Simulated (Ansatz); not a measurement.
The cell below is Mg (P6_3/mmc). The cell is taken from coordinates from a relaxation with DFT PBE, scalar-relativistic, plane waves, PAW (Ansatz 0.2.0).

```xyz
2
Lattice="3.2051 0.0000 0.0000 -1.6025 2.7757 0.0000 0.0000 0.0000 5.1592" Properties=species:S:1:pos:R:3 pbc="T T T"
Mg    0.0000    1.8505    3.8694
Mg    1.6025    0.9252    1.2898
```

The atoms' radii are covalent radii (Cordero): Mg 1.41 Å.

### Find the largest hole by geometry, and further ones that a grid search gives (radius above 0.15 Å; smaller ones may be missed, and maxima closer than 0.25 Å are merged).

```csv
hole,site,"x, y, z",radius (Å),nearest atoms,shape
V1,2a,"0.000, 0.000, 0.000",0.85,6 Mg,octahedral
V2,4f,"0.667, 0.333, 0.629",0.54,4 Mg,tetrahedral
```

Nearest atoms are those whose sphere lies within 0.15 Å of the hole's sphere; in brackets, those within 0.5 Å. The largest sphere that fits anywhere has a diameter of 1.69 Å; the largest that can travel through the crystal, about 0.9 Å.

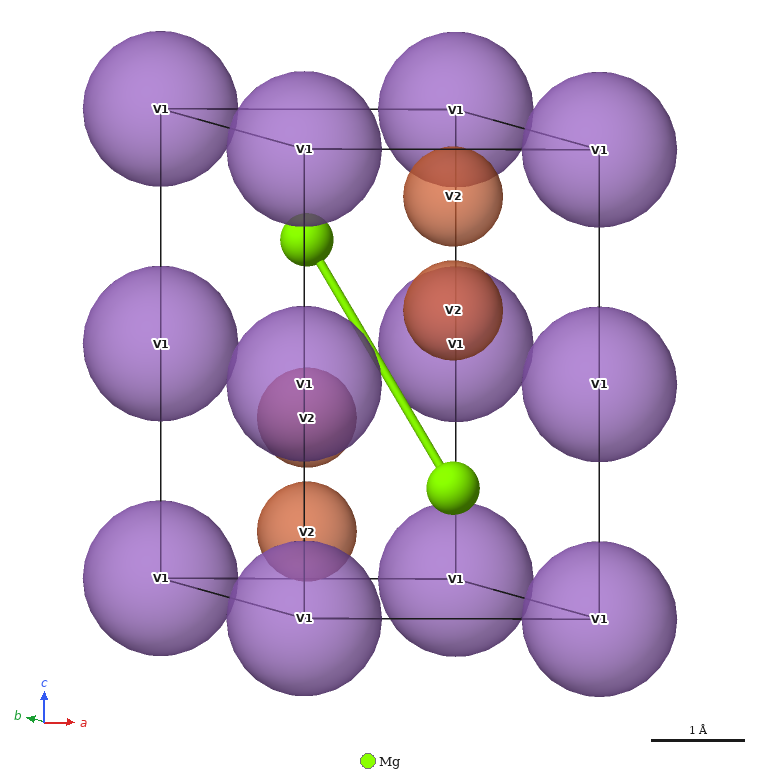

Translucent spheres (V1, V2) fill the 2 holes listed first by a grid search for holes with a radius above 0.15 Å (the largest is sure; smaller ones may be missed, and maxima closer than 0.25 Å are merged) at their true size; atoms are drawn smaller than their model radii. View from a free direction.
